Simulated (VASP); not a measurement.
Band structure of ZrIr (space group R-3m). All values below come from PBE GGA, VASP's PBE PAW potentials (set 64) (plane waves; VASP 6.6.1).

Unless said otherwise, spin-orbit coupling is left out, though it shifts the bands of the heavy elements here.

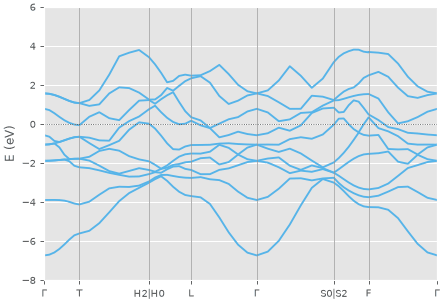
Figure: Bands along high-symmetry lines, zero at the valence-band maximum or, without a gap, the Fermi level

Problem. Read the plot: is there a gap, and where are the band edges?

Solution. It has no gap at this level: it comes out as a metal or semimetal.

The structure was generated: ZrIr was put into an ordered model structure, which need not be its known phase. The cell was not relaxed at this level. The electron count is odd and the run is not spin-polarised, which forces a metal.
